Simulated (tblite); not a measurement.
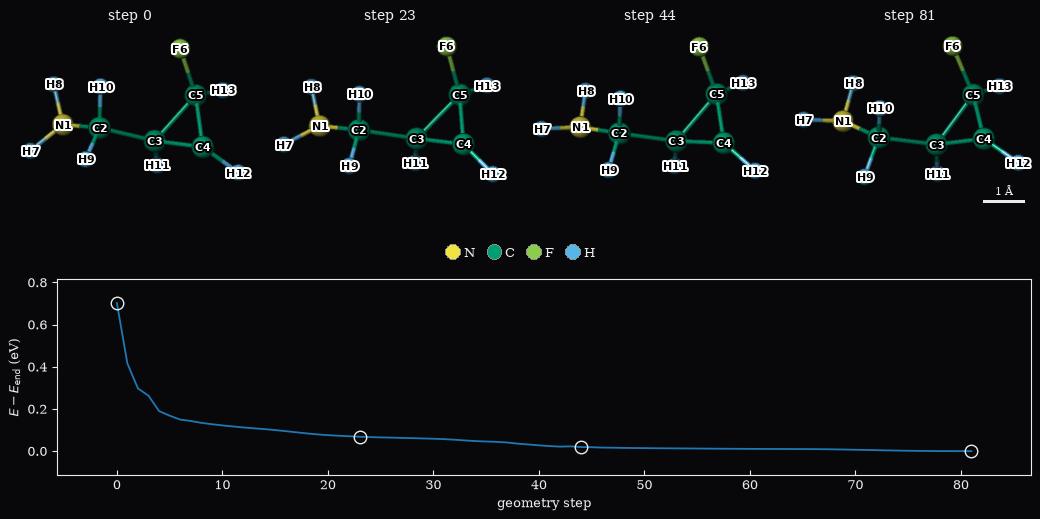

Frames of a relaxation of C4H7FN (multiplicity 2), marked on the history of the run. A ball-and-stick model, seen at a tilt.

The calculation used GFN2-xTB geometry optimisation, gas phase (tblite 0.8.0). 

Describe the path.

Answer. H7 moves most after the best rigid fit: 0.84 Å. By element the largest moves are H 0.84 Å, F 0.45 Å, C 0.24 Å, N 0.09 Å. Some distances before and after: C3–C4 1.528 → 1.458 Å, C4–H12 1.112 → 1.065 Å, C5–H13 1.126 → 1.088 Å, N1–H8 1.049 → 1.015 Å. Bond angles that change, for instance: C5–C4–H12 114.0° → 136.1°, C3–C4–H12 119.4° → 137.1°, F6–C5–H13 117.4° → 108.2°. Groups turn about N1–C2 by about 45°, C2–C3 by about 30°. Over 81 geometry steps the energy falls by 0.703 eV. The run took 0.33 s on 1 thread of Arm Neoverse V1, with other jobs on the host. From step 0 to 23: H12 moves most (0.46 Å), energy −0.635 eV. From step 23 to 44: H atoms move most (0.42 Å), energy −0.049 eV. From step 44 to 81: H8 moves most (0.31 Å), energy −0.019 eV.

```csv
step,"E − E(0), eV"
0,0.0000
1,-0.2872
2,-0.4054
3,-0.4399
4,-0.5127
5,-0.5345
6,-0.5531
7,-0.5597
8,-0.5686
9,-0.5749
10,-0.5808
14,-0.5984
17,-0.6134
21,-0.6297
25,-0.6377
29,-0.6427
32,-0.6485
36,-0.6588
40,-0.6752
44,-0.6836
47,-0.6865
51,-0.6890
55,-0.6905
59,-0.6918
62,-0.6925
66,-0.6933
70,-0.6962
74,-0.7001
77,-0.7020
81,-0.7027
```
